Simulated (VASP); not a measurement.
Band structure of YN (space group Fm-3m). Level of theory: PBEsol GGA, VASP's PBE PAW potentials (set 64) (plane waves; VASP 6.6.1).

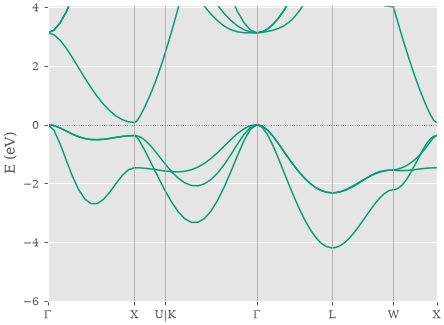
Figure. Bands along high-symmetry lines, zero at the valence-band maximum or, without a gap, the Fermi level

**Question.** Read the plot: is there a gap, and where are the band edges?

**Answer.** The gap is indirect, 0.07 eV, from the valence maximum at Γ to the conduction minimum at X. (Edges off the drawn lines would not show.)

The structure comes from a measured YN entry (Fm-3m) of the Crystallography Open Database, whose conditions weren't checked. It was relaxed first.
